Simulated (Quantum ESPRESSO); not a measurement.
# Gap and tunnelling decay at a withheld lattice constant: KGeF3, cubic perovskite type

Method. Quantum ESPRESSO 7.5 (pw.x, pwcond.x with ikind = 0), PBE, GBRV ultrasoft, cubic crystals. κ is the slowest decay along [001] at mid-gap among three points across the current.

| a (Å) | gap on the mesh (eV) | κ (1/Å) |
| --- | --- | --- |
| 4.164 | 0.894 | 0.075 |
| 4.297 | 1.460 | 0.122 |
| 4.563 | 2.283 | 0.179 |
| 4.695 | 2.559 | 0.198 |

One more run was made and is withheld. What are gap and κ at a = 4.430 Å?

**Fit.** A line through the rows at 4.297 and 4.563 Å gives a gap of 1.460 + 0.500 × (2.283 − 1.460) = 1.87 eV and κ = 0.150 1/Å. The two-band model κ = 0.5123 √(m* E_g/4) needs m* = 0.155 at 4.297 Å; with that mass and the new gap, κ = 0.138 1/Å.

**The withheld run.** The gap is 1.919 eV and κ = 0.153 1/Å. The line misses the gap by −0.048 eV and κ by −1.6 %; the two-band estimate misses κ by −9.7 %.

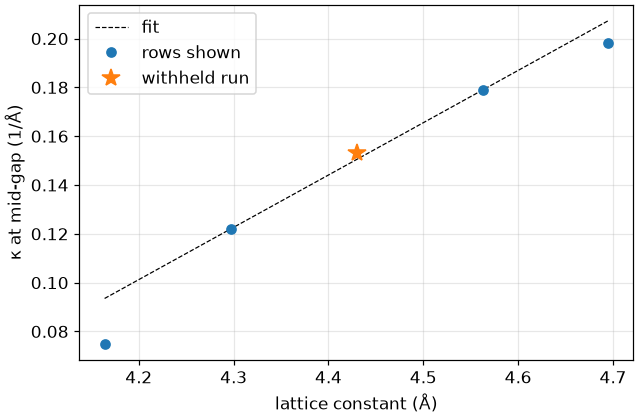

The rows shown, the fit and the withheld run.

Caveats: The structure type is imposed. Local and semilocal gaps and decay constants are too small; no spin-orbit coupling. For an indirect gap m* is a fitting number alone.
